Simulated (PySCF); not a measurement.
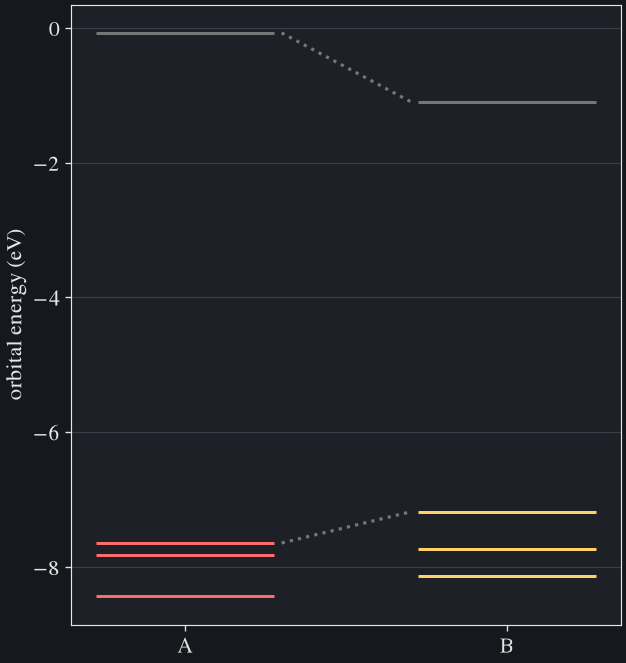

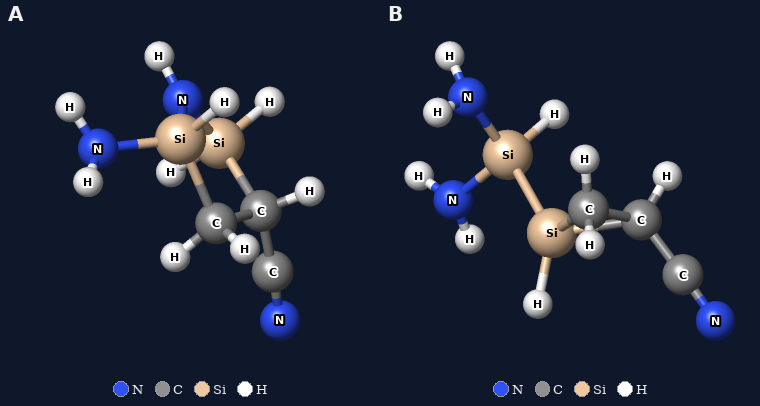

Related molecules: A is C₃H₉N₃Si₂, SMILES N#C[C@@H]1C[Si@H](N)N[SiH2]1; B is C₃H₉N₃Si₂, SMILES N#C[C@@H]1C[Si@H]1[SiH](N)N. Frontier orbital energies, PBE0/def2-SVPD with PySCF 2.14.0, at a GFN2-xTB geometry (no frequency check); drawn are at most three filled levels and, in grey, the LUMO with any level within 0.03 eV of it; dotted lines join the HOMOs and the LUMOs.

Q: What does the change do to the frontier levels?

A: From A to B the HOMO rises by 0.46 eV and the LUMO falls by 1.02 eV, so the separation goes from 7.57 to 6.09 eV.

Caveats, for all or some of the runs: one conformer of a flexible molecule; the tight-binding geometry is rougher than a DFT one and adds to the error.
